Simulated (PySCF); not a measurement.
## Electronic structure of C₆H₈O₂ (SMILES O=C(O)C1=CCCC1) in real space

Input

```
{"job": {"kind": "uv", "xc": "PBE0", "basis": "def2-SVPD", "nstates": 6, "ntriplets": 2}, "charge": 0, "multiplicity": 1}
O      2.492742     1.377620     0.696028
C      2.013349     0.540663    -0.030184
O      2.749911    -0.099114    -0.959352
C      0.612551     0.115247    -0.014955
C      0.050933    -0.819638    -0.783100
C     -1.397979    -0.996287    -0.468763
C     -1.730778     0.222787     0.409717
C     -0.377615     0.714628     0.946342
H      3.662651     0.227481    -0.927297
H      0.559120    -1.407209    -1.527369
H     -2.011658    -1.048105    -1.368763
H     -1.538309    -1.934746     0.076018
H     -2.186579     1.000169    -0.204035
H     -2.425475    -0.024471     1.209636
H     -0.179692     0.339538     1.953291
H     -0.300772     1.800381     0.981376
```

Command:

```sh
OMP_NUM_THREADS=1 python probes_run.py task.json out
```

Geometry: GFN2-xTB.

Method: PBE0/def2-SVPD, SCF density, gas phase (PySCF).

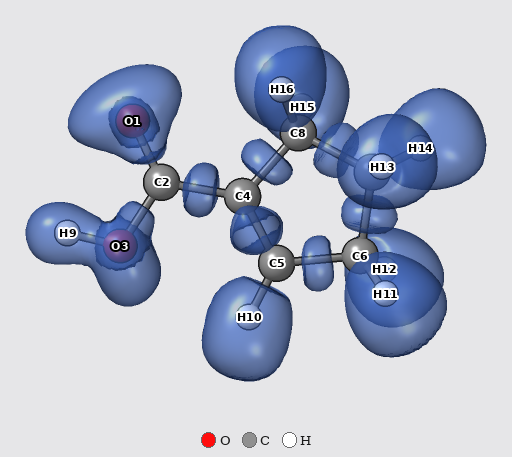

Figure 1. Isosurface of the electron localisation function at 0.75 (blue), seen across its widest extent. Only the valence region is drawn (cores and ρ < 0.01 e/Å³ removed).

Where are the electrons localised?

Answer. The ELF exceeds this value in six regions between bonded C–C atoms (shared pairs), seven regions around hydrogen nuclei, one region on O in which the atom's valence shell and bonds are merged and one joined region spread over several atoms (H, O), in which their bonds and any lone pairs are merged. Along the contacts the grid gives the following. C–O (1.21 Å): the ELF peaks at about 0.85 between the atoms: a short, multiple covalent bond. C–C (1.33 Å): the ELF peaks at about 0.90 between the atoms (a short, multiple covalent bond).

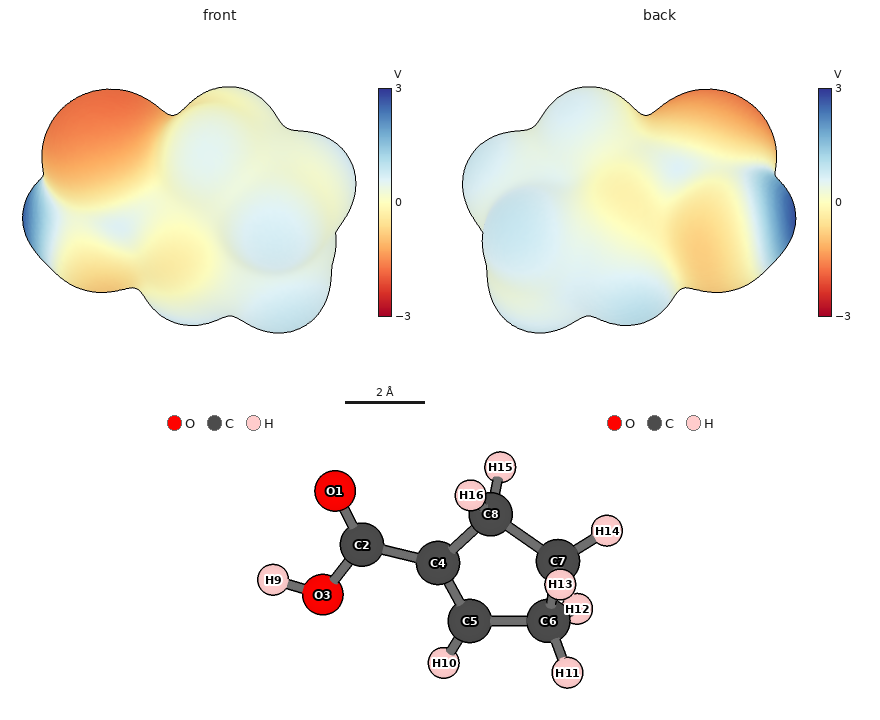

Figure 2. The electrostatic potential painted on the density surface at 0.002 e/bohr³, seen from the front and from behind; the colour scale runs from red (negative) to blue (positive). The bare structure is drawn below in the same view.

Describe the electrostatic potential map.

Answer. The most negative region (about −1.7 V) lies over O1, the most positive (about +2.6 V) over H9. O1 is the likeliest acceptor of a hydrogen bond.

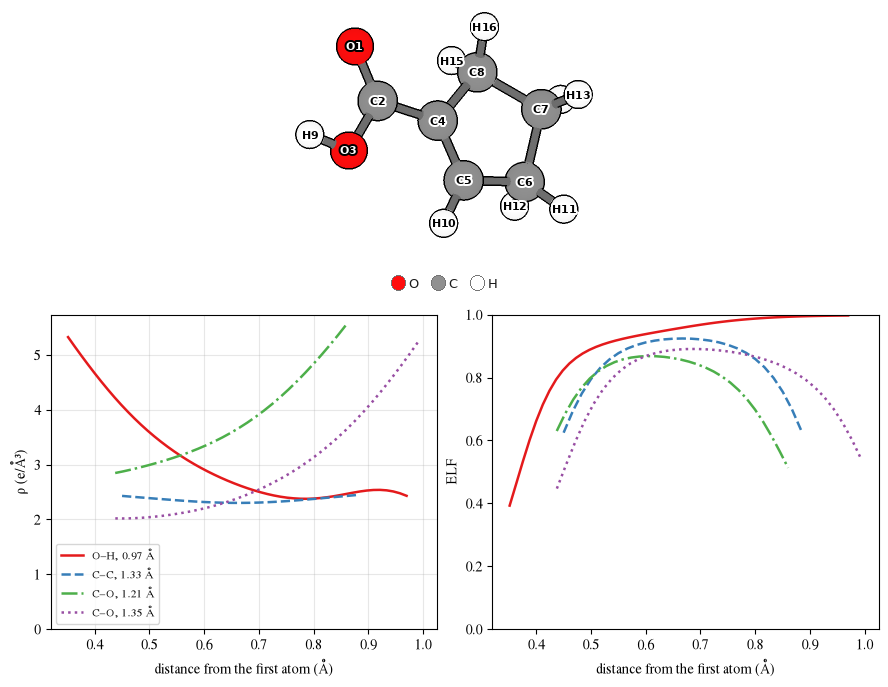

Figure 3. Total electron density and ELF along straight lines between neighbouring atoms. The curves leave out the atomic cores. The structure is drawn too.

What can be read from the curves?

Answer. O–H (0.97 Å): the density is about 3.7 e/Å³ at the midpoint; the ELF climbs to about 1 towards the hydrogen, as it does in any bond to H; a covalent bond by its length.
C–C (1.33 Å): ρ at the midpoint is about 2.3 e/Å³; the ELF peaks at about 0.90 between the atoms: a multiple bond.
C–O (1.21 Å): ρ at the midpoint is about 3.4 e/Å³; the ELF peaks at about 0.85 between the atoms: a short, multiple covalent bond.
C–O (1.35 Å): the density is about 2.4 e/Å³ at the midpoint, with its minimum of 2 e/Å³ about 0.5 Å from C; the ELF peaks at about 0.90 between the atoms: a shared but strongly polarised pair.
